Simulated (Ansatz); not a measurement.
# TiC (Fm-3m): thermal expansion from first principles, part 3 of 3

Wanted: α(T), C_P(T) and B(T) of TiC in the quasi-harmonic approximation.

What experiment has found for this phase:
- heat capacity C_P per formula unit 33.9 J/mol/K near room temperature (given in “High-Throughput Prediction of Finite-Temperature Properties using the Quasi-Harmonic Approximation”, 2016, arXiv:1603.06924)

Ansatz 0.2.0; DFT PBEsol, scalar-relativistic, plane waves, PAW (the session's first sound run).

So far, principal linear expansion coefficients at 298 K (× 1e-6/K): step 5 (phonons on strained cells, functional PBEsol) 5.79.

The database entry behind the starting cell differs from later determinations by our own check (0.1 to 0.3 % short, probably kX units), so it need not match the best structure at ambient conditions.

**7. The quasi-harmonic study**

Level of this step: DFT PBE+D3(BJ), scalar-relativistic, plane waves, PAW (Ansatz).

The study relaxes the crystal at several strains, solves the phonons on some of them and minimises the free energy at each temperature (static energy, vibrations, the electrons in a metal, and PV under a set pressure); the q-mesh sets how far the force constants reach.

Contents of input.yaml:

```yaml
crystal:
  lattice:
    - [0.0, 2.1455521803, 2.1455521803]
    - [2.1455521803, 0.0, 2.1455521803]
    - [2.1455521803, 2.1455521803, 0.0]
  atoms:
    - { symbol: Ti, position: [0.0, 0.0, 0.0] }
    - { symbol: C, position: [0.5, 0.5, 0.5] }
kpoints:
  mp_grid: { grid: [16, 16, 16] }
hamiltonian:
  xc: pbe
  dispersion: d3bj
scf:
  occupations: { method: methfessel_paxton, width: 0.2 }
  lower_state_search: "off"
output:
  eigenvalues: true
phonons:
  method: dfpt
  qmesh: [4, 4, 4]
  temperatures: { t_max: 1200.0, t_step: 50 }
  thermal_expansion: {}
```

Run with:

```console
> ansatz run input.yaml --threads 8 --pin off --max-ram 16384MiB --backend cpu --events-out ev --progress --plain --runs-dir out
```

Numbers of over 12 decimals in the logs are rounded to 6 here.

Output:

```text
[...]
Crystal: 2 atoms, lattice volume = 19.754 Å³
Basis set: ecut = 487.2 eV, 531 PW (Γ), exchange–correlation on 48×48×48 points (8 copies of the dense FFT grid, shifted against one another)
Bands: 12, of which v1, the nominal top of the filled ones, is band 8 counted from 1 (7 counted from 0)
Symmetry: 48 space group operations
[...]
k-points: 145 of 4096
[...]
SCF iter   1: F=—  HF=-2753.179468 eV  |F-HF|=—  |Δ(HF+E_count)|=         —  Δρ=3.79e-3  dr2=2.08e-3  ethr=1.77e-3  ⟨swp⟩=4.4  Hψ=8563  notcnv=0
[...]
SCF iter   7: F=-2753.178918 eV  HF=-2753.178918 eV  |F-HF|=4.55e-13  |Δ(HF+E_count)|=  5.00e-12  S|Δr|=    0.00e0  Δρ=4.73e-8  dr2=1.70e-13  ethr=1.00e-12  ⟨swp⟩=4.9  Hψ=6131  notcnv=0
SCF 1 converged in 7 iterations: F = -2753.178918 eV  dr2 = 1.70e-13
[...]
relax step   1: F+E_penalty+E_count = -2753.17891787 eV  Δ(F+E_penalty+E_count) = +0.000e0 eV  max|allowed force component| = 2.662e-30 eV/Å  Δτ_max = 0.0000 Å  (7 SCF iters, accepted)
SCF converged after 7 iterations
[...]
Free energy (F): -2753.178918 eV
[...]
Internal energy: -2753.178425 eV  (E = F + TS)
E sigma→0 (E₀):  -2753.178795 eV
Entropy (-TS):   -0.000493 eV (-0.247 meV/atom)
Fermi energy:    15.176346 eV
[...]
--- Stress (GPa, compression-positive) ---
       -0.031633      -0.000000      -0.000000
        0.000000      -0.031633      -0.000000
       -0.000000      -0.000000      -0.031633
  P = ⅓ Tr σ = -0.0316 GPa (-0.316 kbar)
--- Band table (eV; the first three rows and the last of 145) ---
  k-point 0: bands = [... 4 lower, 2.6508, 15.8880, 15.8880, 15.8880, 16.8901, 16.8901, 16.8901, 16.9648]
  k-point 1: bands = [... 4 lower, 2.7428, 15.4280, 15.6730, 15.6730, 16.2376, 16.2376, 17.1455, 17.9670]
  k-point 2: bands = [... 4 lower, 3.0127, 14.5296, 14.8813, 14.8813, 16.3229, 16.3229, 17.4958, 19.0652]
  k-point 144: bands = [... 4 lower, 5.5832, 11.9853, 11.9853, 12.4085, 18.0722, 18.0722, 18.8527, 20.5383]
── thermal expansion: 3 new cells, 3 in all ──
thermal expansion: variable-cell relaxation of cell 1
thermal expansion: relaxation of cell 1
thermal expansion: relaxation of cell 2
thermal expansion: relaxation of cell 3
── thermal expansion: 2 new cells, 5 in all ──
thermal expansion: relaxation of cell 4
thermal expansion: electrons of cell 4
thermal expansion: phonons of cell 4
thermal expansion: relaxation of cell 5
thermal expansion: electrons of cell 1
thermal expansion: electrons of cell 2
thermal expansion: electrons of cell 3
thermal expansion: electrons of cell 5
thermal expansion: phonons of cell 5
── thermal expansion: 5 new cells, 10 in all ──
thermal expansion: relaxation of cell 6
thermal expansion: relaxation of cell 7
thermal expansion: relaxation of cell 8
thermal expansion: relaxation of cell 9
thermal expansion: relaxation of cell 10
thermal expansion: electrons of cell 6
thermal expansion: electrons of cell 7
thermal expansion: electrons of cell 8
thermal expansion: electrons of cell 9
thermal expansion: electrons of cell 10
thermal expansion: phonons of cell 6
thermal expansion: phonons of cell 7
--- Relaxed structure (1 steps of the walk, 1 accepted, 0 SCFs on fresh bases) ---
  F+E_penalty+E_count = -2753.17891787 eV   max|allowed force component| = 2.662e-30 eV/Å
  atoms:
    - { symbol: Ti, position: [0.0, 0.0, 0.0] }
    - { symbol: C, position: [0.5, 0.5, 0.5] }
--- Thermal expansion: 10 cells in 3 rounds, 0 GPa ---
  no lower state was looked for at cell 4: scf.lower_state_search: off
  without vibrations: a 3.03414, b 3.03414, c 3.03414 Å, V 19.7511 Å³, B 265.08 GPa
  at 0 K: a 3.04192, b 3.04192, c 3.04192 Å, V 19.9035 Å³, B 259.35 GPa
  zero-point expansion: a +0.256, b +0.256, c +0.256, V +0.771 %
[...]
0.00    3.04192    3.04192    3.04192    19.9035 |    0.00    0.00    0.00    0.00 |    7.93 |     0.000     0.000 |   259.35   259.35
   150.00    3.04233    3.04233    3.04233    19.9114 |    2.72    2.72    2.72    8.17 |   13.26 |    15.863    15.832 |   258.45   258.96
   298.15    3.04432    3.04432    3.04432    19.9506 |    5.74    5.74    5.74   17.23 |       - |    34.198    33.927 |   255.14   257.18
   400.00    3.04628    3.04628    3.04628    19.9891 |    6.78    6.78    6.78   20.34 |   18.94 |    40.432    39.929 |   252.35   255.52
   550.00    3.04959    3.04959    3.04959    20.0544 |    7.64    7.64    7.64   22.92 |   20.66 |    45.279    44.414 |   247.94   252.77
   700.00    3.05322    3.05322    3.05322    20.1260 |    8.17    8.17    8.17   24.50 |   21.88 |    47.903    46.664 |   243.33   249.79
   850.00    3.05705    3.05705    3.05705    20.2020 |    8.56    8.56    8.56   25.68 |   22.83 |    49.594    47.967 |   238.57   246.66
  1000.00    3.06106    3.06106    3.06106    20.2815 |    8.90    8.90    8.90   26.70 |   23.63 |    50.855    48.821 |   233.68   243.41
  1150.00    3.06522    3.06522    3.06522    20.3644 |    9.22    9.22    9.22   27.66 |   24.35 |    51.908    49.441 |   228.65   240.06
  1200.00    3.06664    3.06664    3.06664    20.3927 |    9.33    9.33    9.33   27.98 |   24.57 |    52.233    49.616 |   226.95   238.92
[...]
vibrations' free energy: its fit passes through its cells
[...]
free energies summed between the sampled wave vectors
[...]
the energies and the vibrations are of d3bj (s6 = 1.0, s8 = 0.7875, a1 = 0.4289, a2_bohr = 4.4407) at the weights and the pressure of the crystal at rest
[...]
```

It took 12 min on 8 threads of Arm Neoverse V1, shared host; peak memory 3.1 GiB; 86 min of CPU time.

Numbers from this step:

* pressure: -0.03163 GPa
* volume expansion coefficient at 298 K: 17.23 1e-6/K
* C_P at 298 K: 17.10 J/mol-atom/K
* entropy at 298 K: 12.22 J/mol-atom/K
* isothermal bulk modulus at 298 K: 255.1 GPa
* Grüneisen parameter at 298 K: 1.556
* volume at 298 K: 9.975 Å³/atom
* principal linear expansion coefficients at 298 K: 5.742, 5.742, 5.742 1e-6/K

Strained cells of the study; zero-point energy where phonons were solved; the pressures are stresses at a fixed cutoff and can carry an offset from the finite basis. Expansion cells, by row:

```
cell  |a| (Å)  |b| (Å)  |c| (Å)  V (Å³/atom)  E - E_lowest (meV/atom)  pressure, compression positive (GPa)  gap (eV)  zero-point energy (meV/atom)
   1    3.034    3.034    3.034        9.877                        0                                -0.084         -                             -
   2    3.059    3.059    3.059        10.12                    4.641                                 -6.12         -                             -
   3     3.01     3.01     3.01        9.643                    4.696                                 6.559         -                             -
   4    3.034    3.034    3.034        9.877                        0                                -0.102         -                         85.43
   5     3.05     3.05     3.05        10.03                    1.857                                -3.948         -                         83.56
   6    3.063    3.063    3.063        10.16                    6.582                                -7.222         -                         81.89
   7    3.078    3.078    3.078        10.31                     14.6                                -10.48         -                         80.12
   8    3.004    3.004    3.004        9.586                     7.37                                 8.312         -                             -
   9    3.019    3.019    3.019        9.731                    1.801                                 3.981         -                             -
  10      3.1      3.1      3.1        10.53                    32.29                                -15.01         -                             -
```

Quasi-harmonic; a, b, c are the run's own cell vectors. Expansion, by row:

```
T (K)  a (Å)  b (Å)  c (Å)  alpha (deg)  beta (deg)  gamma (deg)  cell volume (Å³/cell)  alpha_a (1e-6/K)  alpha_b (1e-6/K)  alpha_c (1e-6/K)  alpha_V (1e-6/K)  C_P (J/mol-atom/K)  C_V (J/mol-atom/K)  S (J/mol-atom/K)  B_T (GPa)  B_S (GPa)  Grueneisen  extrapolation  fit error (1e-6/K)
    0  3.042  3.042  3.042           60          60           60                   19.9                 0                 0                 0                 0                   0                   0                 0      259.4      259.4           -              0                   0
   50  3.042  3.042  3.042           60          60           60                   19.9              0.15              0.15              0.15              0.44               0.464               0.464             0.135      259.3      259.4       1.481              0                   0
  100  3.042  3.042  3.042           60          60           60                  19.91              1.27              1.27              1.27              3.82               3.682               3.679             1.304      259.1      259.2       1.612              0                   0
  150  3.042  3.042  3.042           60          60           60                  19.91              2.72              2.72              2.72              8.17               7.931               7.916             3.599      258.4        259         1.6              0                   0
  200  3.043  3.043  3.043           60          60           60                  19.92                 4                 4                 4             12.01               11.79               11.74             6.425      257.5      258.5        1.58              0                   0
  250  3.044  3.044  3.044           60          60           60                  19.94              5.01              5.01              5.01             15.02               14.86               14.77               9.4      256.4      257.9       1.565              0                   0
298.1  3.044  3.044  3.044           60          60           60                  19.95              5.74              5.74              5.74             17.23                17.1               16.96             12.22      255.1      257.2       1.556              0                   0
  300  3.044  3.044  3.044           60          60           60                  19.95              5.77              5.77              5.77              17.3               17.17               17.04             12.32      255.1      257.2       1.556              0                   0
  350  3.045  3.045  3.045           60          60           60                  19.97              6.34              6.34              6.34             19.02               18.91               18.71             15.11      253.8      256.4        1.55              0                   0
  400  3.046  3.046  3.046           60          60           60                  19.99              6.78              6.78              6.78             20.34               20.22               19.96             17.72      252.3      255.5       1.547              0                   0
  450  3.047  3.047  3.047           60          60           60                  20.01              7.13              7.13              7.13             21.38               21.22               20.91             20.16      250.9      254.6       1.545              0                0.01
  500  3.048  3.048  3.048           60          60           60                  20.03              7.41              7.41              7.41             22.22               22.01               21.64             22.44      249.4      253.7       1.545              0                0.01
  550   3.05   3.05   3.05           60          60           60                  20.05              7.64              7.64              7.64             22.92               22.64               22.21             24.57      247.9      252.8       1.545              0                0.01
  600  3.051  3.051  3.051           60          60           60                  20.08              7.84              7.84              7.84             23.51               23.16               22.66             26.56      246.4      251.8       1.546              0                0.01
  650  3.052  3.052  3.052           60          60           60                   20.1              8.01              8.01              8.01             24.03               23.59               23.03             28.43      244.9      250.8       1.547              0                0.01
  700  3.053  3.053  3.053           60          60           60                  20.13              8.17              8.17              8.17              24.5               23.95               23.33              30.2      243.3      249.8       1.548              0                0.01
  750  3.054  3.054  3.054           60          60           60                  20.15              8.31              8.31              8.31             24.92               24.27               23.59             31.86      241.8      248.8        1.55              0                0.01
  800  3.056  3.056  3.056           60          60           60                  20.18              8.44              8.44              8.44             25.31               24.55                23.8             33.43      240.2      247.7       1.552              0                0.01
  850  3.057  3.057  3.057           60          60           60                   20.2              8.56              8.56              8.56             25.68                24.8               23.98             34.93      238.6      246.7       1.554              0                   0
  900  3.058  3.058  3.058           60          60           60                  20.23              8.68              8.68              8.68             26.03               25.02               24.14             36.35      236.9      245.6       1.556              0                   0
  950   3.06   3.06   3.06           60          60           60                  20.25              8.79              8.79              8.79             26.37               25.23               24.29             37.71      235.3      244.5       1.558              0                0.01
 1000  3.061  3.061  3.061           60          60           60                  20.28               8.9               8.9               8.9              26.7               25.43               24.41             39.01      233.7      243.4       1.561              0                0.01
 1050  3.062  3.062  3.062           60          60           60                  20.31              9.01              9.01              9.01             27.02               25.61               24.52             40.26        232      242.3       1.563              0                0.01
 1100  3.064  3.064  3.064           60          60           60                  20.34              9.11              9.11              9.11             27.34               25.79               24.63             41.45      230.3      241.2       1.566              0                0.01
 1150  3.065  3.065  3.065           60          60           60                  20.36              9.22              9.22              9.22             27.66               25.95               24.72              42.6      228.7      240.1       1.569              0                0.01
 1200  3.067  3.067  3.067           60          60           60                  20.39              9.33              9.33              9.33             27.98               26.12               24.81             43.71      226.9      238.9       1.572              0                0.02
```

Table of expansion coefficient by temperature; values in 1e-6/K:

```
temperature (K)  volume  principal 1
              0       0            0
            150    8.17         2.72
            298    17.2         5.74
            350    19.0         6.34
            500    22.2         7.41
            650    24.0         8.01
            800    25.3         8.44
            900    26.0         8.68
           1050    27.0         9.01
           1200    28.0         9.33
```

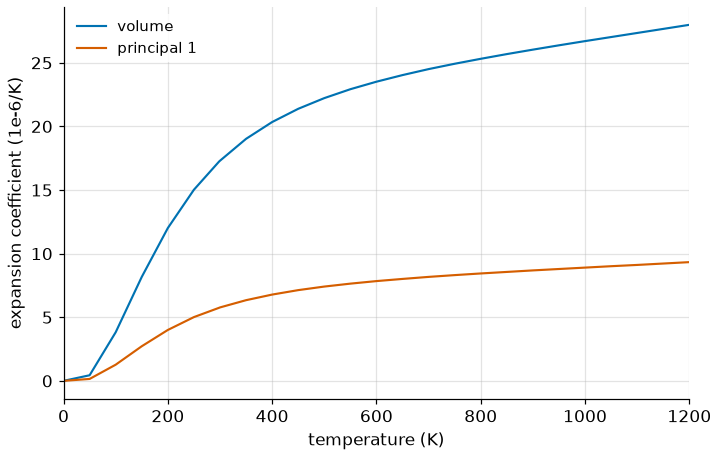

Expansion coefficient against temperature.

Changing the level of theory (PBEsol → PBE+D3(BJ)) takes the volume expansion at 298 K from 17.4 to 17.2 × 10⁻⁶/K and B_T from 257 to 255 GPa.

**8. Summary of results**

```json
{
 "settings of these figures": "PBE+D3(BJ), 487.2 eV, k 16×16×16, q 4×4×4",
 "volume expansion coefficient at 298 K": "17.23 1e-6/K",
 "C_P at 298 K": "17.10 J/mol-atom/K",
 "entropy at 298 K": "12.22 J/mol-atom/K",
 "isothermal bulk modulus at 298 K": "255.1 GPa",
 "Grüneisen parameter at 298 K": "1.556",
 "volume at 298 K": "9.975 Å³/atom",
 "principal linear expansion coefficients at 298 K": "5.742, 5.742, 5.742 1e-6/K"
}
```

What this shows: Near room temperature TiC expands by 17.2 × 10⁻⁶/K in volume by PBE+D3(BJ), with C_P = 17.1 J/(mol K) per mole of atoms and B_T = 255 GPa. C_P at room temperature is 69 % of the classical 3R an atom, so the stiffest modes are still partly frozen out. In this metal the study includes the electrons' free energy, which adds a term that grows with temperature, so the heat capacities need not level off at 3R. A measured heat capacity per formula unit near room temperature is 33.9 J/mol/K (arXiv:1603.06924); the calculated 34.2 J/mol/K differs by +1 %. The levels of theory differ by up to 0.2 × 10⁻⁶/K in the volume expansion at 298 K. The dispersion term is taken with its C6 weights frozen at the crystal at rest, in the force constants and, in the expansion study, in the energies too.

[Logs are printed without paths, hosts, clocks, repeated set-up lines and the standing remarks that a program may print on its own settings, such as how far it seeks lower states.]

[Hosts, paths, dates, database ids (printed as entryN), source tags and the programs' standing remarks are cut or masked in the printed files.]

[A step with changed settings may run another functional than the one named; its input shows which.]
